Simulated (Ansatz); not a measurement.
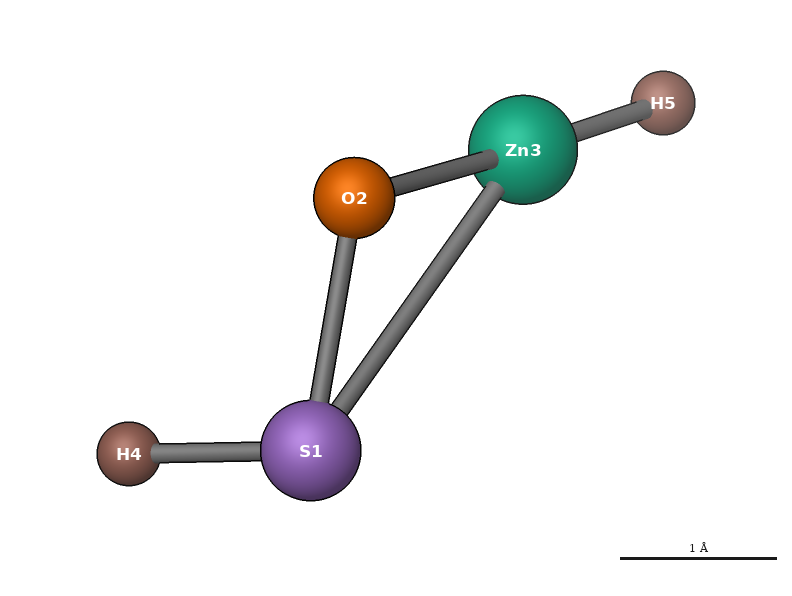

The geometry was computed by an optimisation with PBE0-D4/def2-TZVP. No frequency run is at hand to confirm it as a minimum.

Give the bond lengths.

```csv
bond,length (Å)
S1–O2,1.652
S1–Zn3,2.740
S1–H4,1.353
O2–Zn3,1.818
Zn3–H5,1.512
```
